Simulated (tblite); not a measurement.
Frequency calculation of C$_{5}$H$_{9}$ClFSi

The run: frequency calculation of C$_{5}$H$_{9}$ClFSi, multiplicity 2. Method and program: GFN2-xTB harmonic vibrations, gas phase (tblite 0.8.0).

It belongs to a series of runs on one base structure; here: H removed from Si.

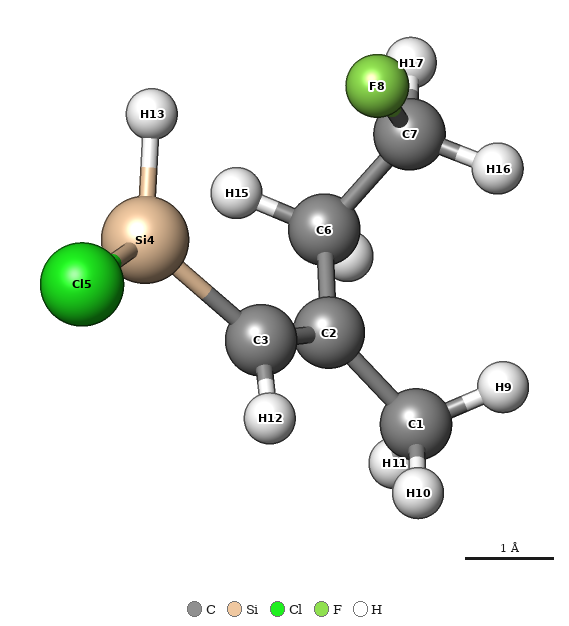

Figure 1. The structure as given in the input (ball-and-stick view, seen at a tilt; atoms are numbered from 1 in the order of the input). Bond lengths as drawn: Cl–Si 2.04 Å, C–C 1.34 to 1.53 Å, C–F 1.37 Å, C–H 1.09 to 1.10 Å, C–Si 1.84 Å and H–Si 1.45 Å.

The input:
```
{"job": {"kind": "ir", "xc": "GFN2-xTB", "basis": "xTB"}, "charge": 0, "multiplicity": 2}
C     -1.607977    -0.994443     0.870254
C     -0.273669    -0.544045     0.360859
C      0.455435    -1.282991    -0.494309
Si     2.141002    -0.920580    -1.141646
Cl     2.690667    -2.283999    -2.553426
C      0.179453     0.806277     0.838199
C     -0.306263     1.929370    -0.076061
F      0.288489     1.844171    -1.311789
H     -2.378886    -0.259468     0.636916
H     -1.894825    -1.946811     0.432891
H     -1.579965    -1.105185     1.955584
H      0.052958    -2.251375    -0.774894
H      2.602690     0.390629    -1.544754
H     -0.218425     1.005751     1.835091
H      1.270131     0.838183     0.877194
H     -1.386193     1.873324    -0.246009
H     -0.041619     2.913224     0.325989
```

The first line tells a small driver script what to run in tblite; the rest is the geometry in Å.

Command:
```bash
OMP_NUM_THREADS=1 python <driver script> task.json out
```

Log:
```
mode    cm-1     km/mol
  1      41.0      0.18
  2      65.9      3.10
  3      85.1      1.92
  4     106.4      5.62
  5     122.1      0.86
  6     178.6      4.43
  7     189.1      6.95
  8     219.3      0.56
  9     335.4     34.68
 10     374.1     29.53
 11     386.1      1.42
 12     436.2      7.98
 13     510.9    131.12
 14     548.0     10.58
 15     634.5    190.64
 16     764.6      8.90
 17     795.4     22.79
 18     876.5      1.75
 19     888.6     17.58
 20     980.8      3.95
 21    1001.3      3.26
 22    1026.1      1.42
 23    1061.0     55.92
 24    1072.8     25.90
 25    1151.5     15.19
 26    1197.3      2.15
 27    1224.3     13.73
 28    1287.7      1.92
 29    1322.3      9.32
 30    1333.4      2.29
 31    1402.9      2.22
 32    1444.1      3.71
 33    1452.0      6.37
 34    1478.8      5.35
 35    1482.2      5.57
 36    1596.3     35.56
 37    2377.8    186.08
 38    2936.8     38.55
 39    2949.2     20.25
 40    2977.1     19.76
 41    2980.9     38.48
 42    2981.7     27.94
 43    2999.7     62.72
 44    3008.6     24.92
 45    3050.4     27.93
```

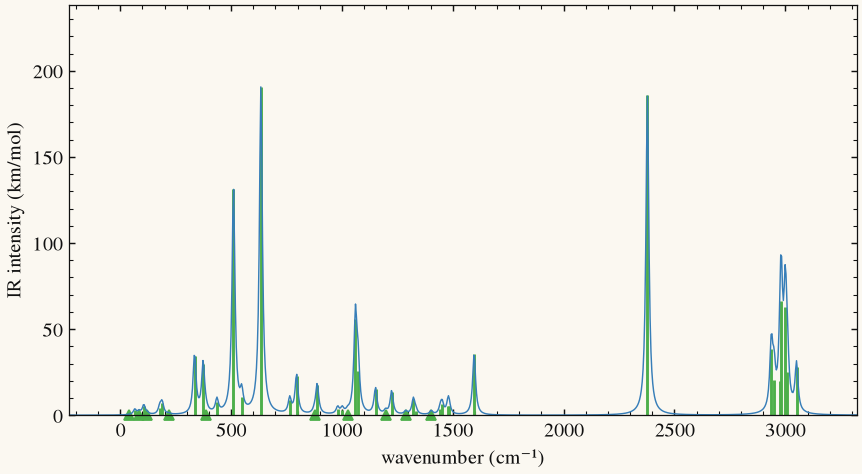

Figure 2. Harmonic infrared spectrum, unscaled: sticks (degenerate modes added up, dark ones marked on the axis) with a Lorentzian envelope of 16 cm⁻¹ full width, scaled to the tallest stick. 45 modes from 41 to 3050 cm⁻¹, none imaginary. The strongest line is at 634 cm⁻¹ (191 km/mol).

Key numbers:

| quantity | value |
| --- | --- |
| outcome | converged |
| total energy | −715.0441 eV |
| zero-point energy | 79.1050 kcal/mol |
| hardware | 1 CPU thread, shared host |
| wall time | 0.73 s |
| peak memory | 0.18 GiB |
